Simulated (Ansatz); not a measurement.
The parent structure is ZnSe in the zinc blende structure (space group F-43m, No. 216; a = 5.634 Å).

It is then changed as follows: Cd replaces 25.0 % of the Zn, ordered in a cell of 8 atoms (starting symmetry Pmm2) and fully relaxed.

Method: DFT with PBEsol, PAW potentials and a 420 eV plane-wave cutoff in Ansatz (a program for electronic structure), spin-orbit coupling left out.

The zone is the changed cell's own and can be folded.

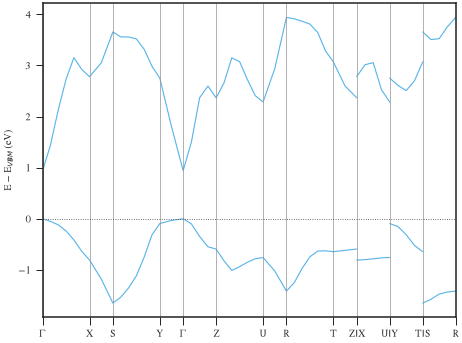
Highest valence and lowest conduction band along the path of the changed cell's own zone

From the figure, how large is the changed gap, and is it direct?

About 0.9 eV, direct at Γ.

Each cell is one ordered arrangement of few atoms, which overstates ordering effects compared with a random alloy. Stability against distortions was not tested. k-point labels follow each cell's own Brillouin zone.
